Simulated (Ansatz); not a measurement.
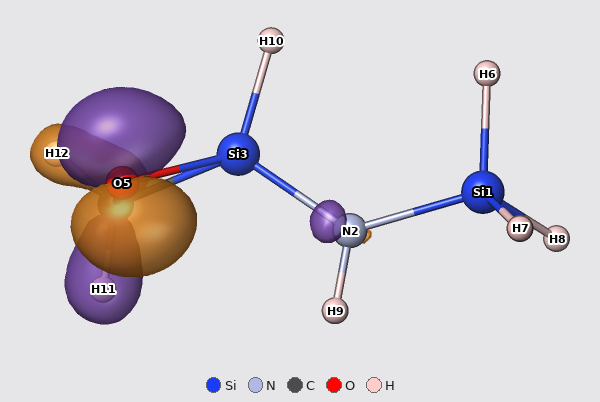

CH7NOSi2 (SMILES [SiH3]N[SiH]1CO1). The HOMO−1 at ±0.2 Å⁻³ᐟ² (orange and purple are the two phases), seen at a tilt.

Computed with RKS B3LYP/def2-mTZVP (Ansatz 0.2.0).

The calculation's input:

```
crystal:
  periodic: [false, false, false]
  atoms:
    - { symbol: Si, position_ang: [-0.5929, -1.2353, 1.5917] }
    - { symbol: "N", position_ang: [-0.5521, 0.2421, 0.699] }
    - { symbol: Si, position_ang: [0.3871, 0.0245, -0.6661] }
    - { symbol: C, position_ang: [0.2991, 1.2424, -2.0218] }
    - { symbol: O, position_ang: [1.0535, 1.525, -0.922] }
    - { symbol: H, position_ang: [-1.1849, -2.2524, 0.719] }
    - { symbol: H, position_ang: [0.7289, -1.5291, 2.1017] }
    - { symbol: H, position_ang: [-1.509, -0.9275, 2.7141] }
    - { symbol: H, position_ang: [-0.1293, 0.9935, 1.3093] }
    - { symbol: H, position_ang: [1.6034, -0.8531, -0.4778] }
    - { symbol: H, position_ang: [-0.7445, 1.7233, -2.0731] }
    - { symbol: H, position_ang: [0.7176, 0.9914, -2.94] }
basis:
  gaussian: { orbitals: def2-mTZVP }
hamiltonian:
  xc: b3lyp
relax:
  f_tol: 0.015
  max_steps: 40
output:
  orbitals: {}
```

Launched as:

```sh
ansatz run input.yaml --threads 2 --pin off --max-ram 3072MiB --backend cpu --events-out ev --progress --plain --runs-dir out
```

The fields are those of the relaxed geometry.

### What is the character of this orbital?

It lies mainly on O5 (about 65 %) and C4 (about 10 %). Its energy is −7.79 eV.
